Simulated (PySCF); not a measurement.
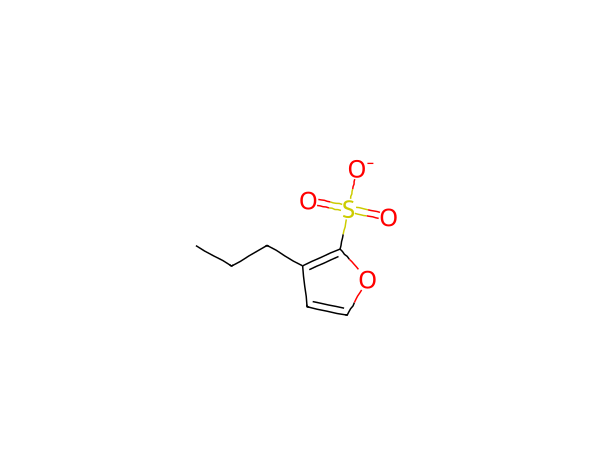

The species has charge −1 and is a spin singlet.

Question: Write the SMILES.

Answer: CCCc1ccoc1S(=O)(=O)[O-]

Question: What is the molecular formula?

Answer: C7H9O4S, charge -1.

Question: An optimisation with PBE0-D3(BJ)/def2-SVP gave a structure of which point group?

Answer: C1. Other conformers may differ.

More results for the same structure follow; atom numbers are the same in all pictures, views and colours differ. The computed structure is the end point of a PBE0-D3(BJ)/def2-SVP optimisation. No frequency run is at hand to confirm it as a minimum.

Geometry

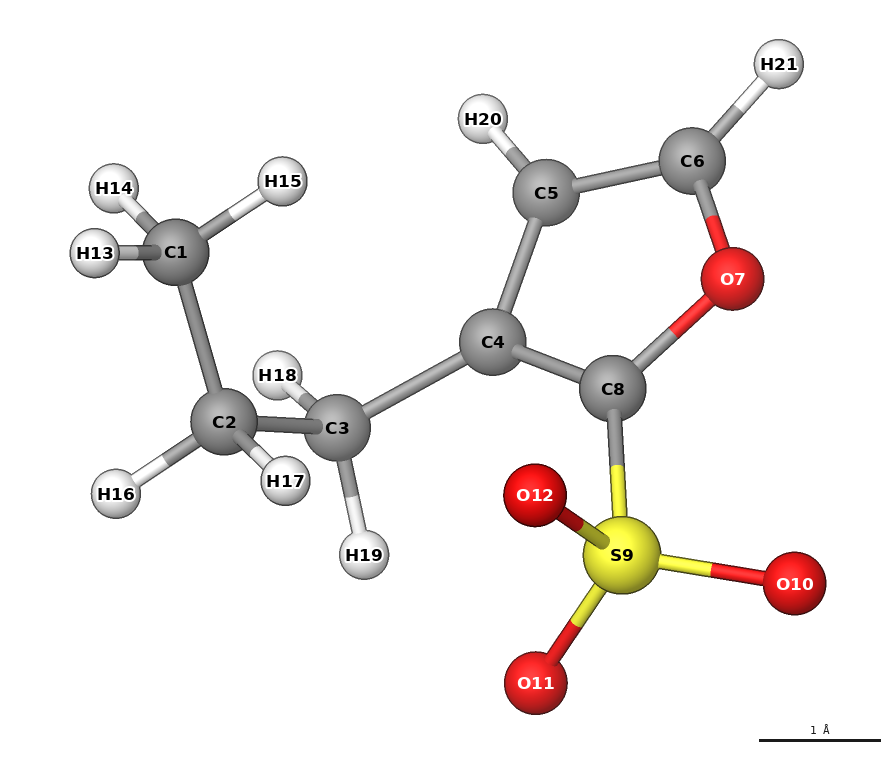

Numbered structure. No frequency run is at hand to confirm it as a minimum.

Which atoms are bonded, and how long are the bonds? Leave out bonds to hydrogen.

```csv
bond,length (Å),order
C1–C2,1.520,single
C2–C3,1.532,single
C3–C4,1.497,single
C4–C5,1.433,aromatic
C4–C8,1.373,aromatic
C5–C6,1.365,aromatic
C6–O7,1.345,aromatic
O7–C8,1.352,aromatic
C8–S9,1.802,single
S9–O10,1.469,delocalised
S9–O11,1.478,delocalised
S9–O12,1.478,delocalised
```

NMR shielding

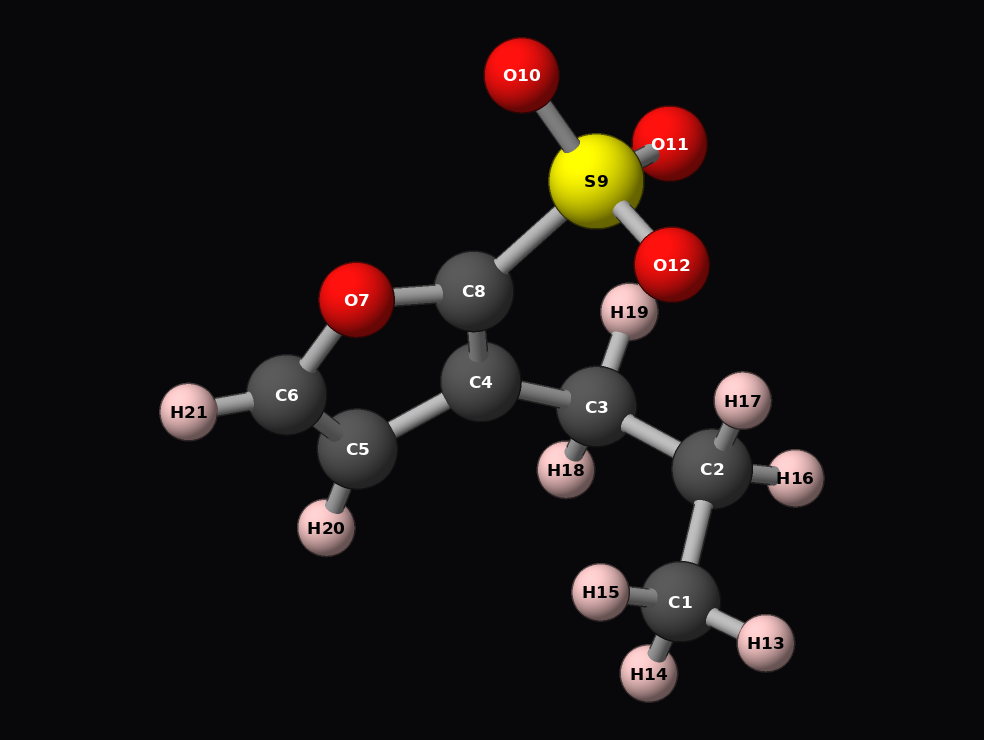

No frequency run is at hand to confirm it as a minimum. Properties computed with GIAO PBE0/pcSseg-1 NMR shielding, non-relativistic, IEF-PCM chloroform (PySCF 2.14.0). Principal shieldings σ11 ≤ σ22 ≤ σ33, span Ω = σ33 − σ11, skew κ = 3(σiso − σ22)/Ω.

Give the shielding tensors of the S atoms.

```
atom   σ11    σ22    σ33   σiso      Ω      κ
  S9  33.0  255.7  263.4  184.0  230.4  −0.93
```

Shieldings and span in ppm.

Quadrupole coupling

No frequency run is at hand to confirm it as a minimum. Electric field gradients from the ground-state density, PBE0/pcSseg-1 in chloroform (IEF-PCM) (PySCF 2.14.0), non-relativistic apart from any core potentials.

Give the largest field-gradient component, the quadrupole coupling constant and the asymmetry for 17O at O7 (Q = −25.6 mb), 33S at S9 (Q = −67.81 mb), 17O at O10 (Q = −25.6 mb), 17O at O11 (Q = −25.6 mb), 17O at O12 (Q = −25.6 mb).

```csv
atom,V_zz (a.u.),e²qQ/h (MHz),η
O7,1.473,−8.86,0.02
S9,0.396,−6.31,0.14
O10,1.429,−8.59,0.19
O11,1.473,−8.86,0.19
O12,1.458,−8.77,0.15
```

Charges

The questions are on Hirshfeld charges. No frequency run is at hand to confirm it as a minimum. Method: PBE0/pcSseg-1 in chloroform (IEF-PCM) (PySCF 2.14.0).

List the Hirshfeld charges.

```csv
atom,value (e)
C1,−0.12
C2,−0.07
C3,−0.08
C4,−0.03
C5,−0.10
C6,−0.01
O7,−0.08
C8,0.00
S9,0.43
O10,−0.43
O11,−0.40
O12,−0.42
H13,0.04
H14,0.03
H15,0.03
H16,0.03
H17,0.01
H18,0.03
H19,0.03
H20,0.06
H21,0.07
```
